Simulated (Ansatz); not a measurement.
# C2HClF4 (SMILES FC(Cl)C(F)(F)F): CCSD/6-31G(d) (spherical functions)

What is the vertical singlet–triplet gap of C2HClF4 at CCSD/6-31G* (spherical functions)? 

The results are computed with Ansatz 0.2.0.

53 further runs of the same task are left out: 53 set aside as unsound or not needed. Runs told in other sessions of the task aren't counted.

## (1) Starting point

The species is C2HClF4 (8 atoms), meant as a singlet with charge 0. SMILES: `FC(Cl)C(F)(F)F`. Geometry: relaxed at PBE0-D4/def2-TZVP.

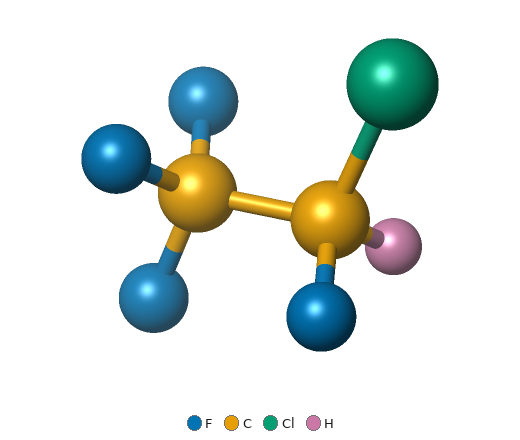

Viewed from a chosen angle; fluorine blue, carbon amber, chlorine teal, hydrogen pink.

## (2) The energy at CCSD/6-31G(d) (spherical functions)

Contents of input.yaml:

```yaml
crystal:
  periodic: [false, false, false]
  atoms:
    - {symbol: F, position_ang: [-1.009760, -0.997300, 1.034070]}
    - {symbol: C, position_ang: [-0.026700, -0.752310, 0.143750]}
    - {symbol: Cl, position_ang: [1.532940, -1.198140, 0.813200]}
    - {symbol: C, position_ang: [-0.058240, 0.737850, -0.214790]}
    - {symbol: F, position_ang: [0.860470, 1.007860, -1.137810]}
    - {symbol: F, position_ang: [0.152480, 1.509050, 0.841250]}
    - {symbol: F, position_ang: [-1.256040, 1.034230, -0.720280]}
    - {symbol: H, position_ang: [-0.195140, -1.341240, -0.759390]}
basis:
  gaussian: {orbitals: 6-31G_st_-spherical.json}
correlation: {method: ccsd, frozen_orbitals: {C: 1, Cl: 5, F: 1, H: 0}}
scf: {omitted_lower_state_checks: [cluster_reference, increment]}
accuracy: high
```

The basis set 6-31G* is read from a file made from the Basis Set Exchange's data (not shown).

Launch:

```
$ ansatz run input.yaml --threads 1 --pin off --max-ram 3480MiB --events-out events.jsonl --progress --plain --runs-dir runs
```

The log of the run, shortened:

```text
Warning: RAYON_NUM_THREADS=1 ignored (pool sized by the plan → 1); use --threads N
Functional definition: HF
  name "HF"
[...]
2392 factors; integrals over basis functions are off by at most 4.2e-9 eV
[...]
mean field -25403.04390565 eV, -933.5446447312 hartree, gradient 8.0e-9 eV, S^2 0.000000; 0 other end points of the search recorded, 0 dependent functions left out
11 core orbitals not correlated: weight in the atoms' cores, before any rotation towards them, 1.000 or more for the frozen orbitals, at most 0.000 for the correlated occupied ones
reference -25403.04390565 eV, -933.5446447312 hartree; 22, 22 occupied and 71, 71 virtual orbitals, 2392 factors
second order -28.67210873 eV of doubles, -0.00000000 eV of singles
cycle   1  -28.61662363 eV  change    5.5e-2 eV  update   1.2e-1
[...]
cycle  20  -29.38759185 eV  change    2.6e-9 eV  update   2.8e-9
Total energy: -25432.43149750 eV, -934.6246188120 hartree
Checks for a lower state left out: cluster_reference, increment
```

Wall time 33 s (1 thread of Intel Xeon Platinum 8488C (Sapphire Rapids), shared host); peak memory 0.89 GiB.

## (3) The triplet

Contents of molecule.yaml:

```yaml
crystal:
  periodic: [false, false, false]
  atoms:
    - {symbol: F, position_ang: [-1.009760, -0.997300, 1.034070]}
    - {symbol: C, position_ang: [-0.026700, -0.752310, 0.143750]}
    - {symbol: Cl, position_ang: [1.532940, -1.198140, 0.813200]}
    - {symbol: C, position_ang: [-0.058240, 0.737850, -0.214790]}
    - {symbol: F, position_ang: [0.860470, 1.007860, -1.137810]}
    - {symbol: F, position_ang: [0.152480, 1.509050, 0.841250]}
    - {symbol: F, position_ang: [-1.256040, 1.034230, -0.720280]}
    - {symbol: H, position_ang: [-0.195140, -1.341240, -0.759390]}
basis:
  gaussian:
    orbitals: 6-31G_st_-spherical.json
magnetization:
  spin_polarized: true
  initial_magnetization: 2
correlation:
  method: ccsd
  frozen_orbitals: {C: 1, Cl: 5, F: 1, H: 0}
accuracy: high
scf:
  omitted_lower_state_checks: [cluster_reference, increment]
```

The basis set 6-31G* is read from a file made from the Basis Set Exchange's data (not shown).

Launch:

```
$ ansatz run molecule.yaml --threads 1 --pin off --max-ram 3480MiB --events-out events.jsonl --progress --plain --runs-dir runs
```

The log of the run, shortened:

```text
Warning: RAYON_NUM_THREADS=1 ignored (pool sized by the plan → 1); use --threads N
[... 2 set-up lines as earlier in the session ...]
[...]
2391 factors; integrals over basis functions are off by at most 4.2e-9 eV
[...]
mean field -25395.98165407 eV, -933.2851117723 hartree, gradient 1.8e-8 eV, S^2 2.013088; 6 other end points of the search recorded, 0 dependent functions left out
11 core orbitals not correlated: weight in the atoms' cores, before any rotation towards them, 1.000 or more for the frozen orbitals, at most 0.000 for the correlated occupied ones
reference -25395.98165407 eV, -933.2851117723 hartree; 23, 21 occupied and 70, 72 virtual orbitals, 2391 factors
second order -28.09488381 eV of doubles, -0.00000000 eV of singles
cycle   1  -28.16033497 eV  change   -6.5e-2 eV  update   1.2e-1
[...]
cycle  40  -28.98521350 eV  change   -2.1e-9 eV  update   1.6e-9
Total energy: -25424.96686756 eV, -934.3502987215 hartree
Checks for a lower state left out: cluster_reference, increment
```

Wall time 4.1 min (1 thread of Intel Xeon Platinum 8488C (Sapphire Rapids), shared host); peak memory 2.1 GiB.

## (4) What came out

At CCSD/6-31G* (spherical functions), 11 core orbitals frozen:

```
                                             quantity          value
                                singlet: total energy  -934.62462 Eh
singlet: correlation energy (11 core orbitals frozen)    -1080.0 mEh
                               singlet: T1 diagnostic          0.012
                                triplet: total energy  -934.35030 Eh
triplet: correlation energy (11 core orbitals frozen)    -1065.2 mEh
           triplet: ⟨S²⟩ of the reference determinant          2.013
                               triplet: T1 diagnostic          0.018
     vertical energy of the triplet above the singlet       7.465 eV
```

In words: At this shape the triplet lies 7.46 eV (172 kcal/mol) above the singlet.
